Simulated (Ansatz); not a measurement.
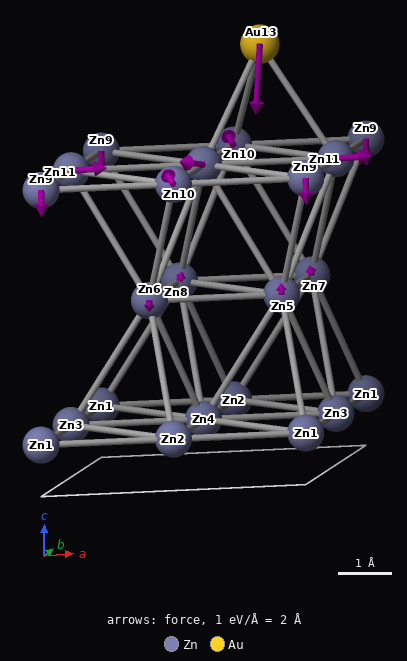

Starting geometry of a slab of composition Zn₁₂Au with the computed forces as purple arrows. A ball-and-stick model of the cell of the calculation, outlined in the plane, without the vacuum, seen slightly off an axis.

It is Au on Zn(0001), set down by a guess. The run prepares an end point of a later path (adatom hop) calculation, from a guessed geometry. 4 atoms are held fixed.

Level of theory: DFT PBE-D3(BJ), scalar-relativistic, plane waves, PAW (Ansatz).

Input file:
```yaml
crystal:
  lattice:
    - [5.32, 0.0, 0.0]
    - [2.66, 4.607255, 0.0]
    - [0.0, 0.0, 16.93696]
  atoms:
    - { symbol: Zn, position: [0.0, 0.0, 0.0590425] }
    - { symbol: Zn, position: [0.5, 0.0, 0.0590425] }
    - { symbol: Zn, position: [0.0, 0.5, 0.0590425] }
    - { symbol: Zn, position: [0.5, 0.5, 0.0590425] }
    - { symbol: Zn, position: [-0.1666667, 0.3333333, 0.2047876] }
    - { symbol: Zn, position: [0.3333333, 0.3333333, 0.2047876] }
    - { symbol: Zn, position: [-0.1666667, 0.8333333, 0.2047876] }
    - { symbol: Zn, position: [0.3333333, 0.8333333, 0.2047876] }
    - { symbol: Zn, position: [0.0, 0.0, 0.3505328] }
    - { symbol: Zn, position: [0.5, 0.0, 0.3505328] }
    - { symbol: Zn, position: [0.0, 0.5, 0.3505328] }
    - { symbol: Zn, position: [0.5, 0.5, 0.3505328] }
    - { symbol: Au, position: [0.6785867, 0.6509222, 0.4792454] }
basis:
  ecutwfc: 420.0
kpoints:
  mp_grid: { grid: [5, 5, 1] }
hamiltonian:
  xc: pbe
  dispersion: d3bj
scf:
  occupations: { method: gaussian, width: 0.1 }
  lower_state_search: "off"
relax:
  f_tol: 0.03
  max_steps: 60
  adjacent_minimum: "off"
  constraints: [{ sites: [0, 1, 2, 3] }]
```

Run as
```bash
ansatz run input.yaml --threads 4 --pin off --max-ram 10240MiB --backend cpu --events-out ev --progress --plain --runs-dir out
```

What follows when this structure is relaxed?

It isn't relaxed: the largest force vector, on Au13, is 0.70 eV/Å. The final displacements follow the starting forces only in part (cosine between the two patterns 0.57). Over 3 accepted moves (4 points after the start) the energy falls by 0.222 eV per cell of the calculation. Largest force component: 0.7 eV/Å at the start, 0.019 eV/Å at the end. 1 step only repeated the SCF at the same geometry. The largest move is that of Au13, 0.43 Å at 9° to the normal (−c side). Largest moves by element: Au 0.43 Å, Zn 0.29 Å. The cell doesn't change. Some distances before and after: Zn5–Zn9 2.907 → 2.732 Å, Zn2–Zn6 2.907 → 2.745 Å, Zn3–Zn6 2.907 → 2.746 Å, Zn10–Au13 2.709 → 2.557 Å. Bond angles that change, for instance: Zn10–Au13–Zn12 59.4° → 65.7°, Zn10–Au13–Zn11 59.7° → 65.7°. The run took 26 s on 4 threads of Intel(R) Xeon(R) 6975P-C (Granite Rapids), on a shared host, peak memory 1.3 GiB.

Limits of the set-up: the periodic images lie only 5.3 Å apart, so the values are limited by the cell's size.
